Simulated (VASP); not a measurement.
Band structure of NiSbS (sg198). All values below come from PBEsol GGA, VASP's PBE PAW potentials (set 64) (plane waves; VASP).

Unless said otherwise, spin-orbit coupling is left out, though it shifts the bands of the heavy elements here.

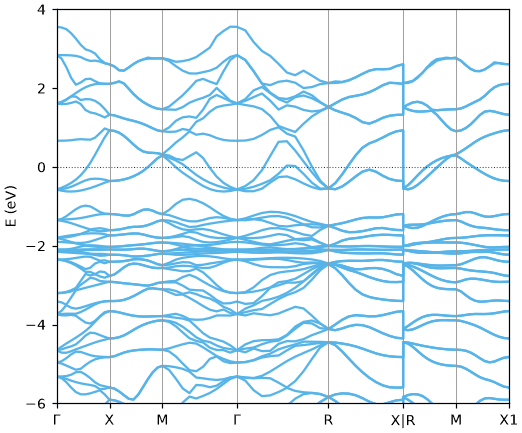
*Bands along high-symmetry lines, zero at the valence-band maximum or, without a gap, the Fermi level*

Q: Read the plot: is there a gap, and where are the band edges?

A: It has no gap at this level: it comes out as a metal or semimetal. (Edges off the drawn lines would not show.)

The compound is NiSbS in the sg198 structure. It was relaxed first. The run is not spin-polarised, so no magnetic state was tried.
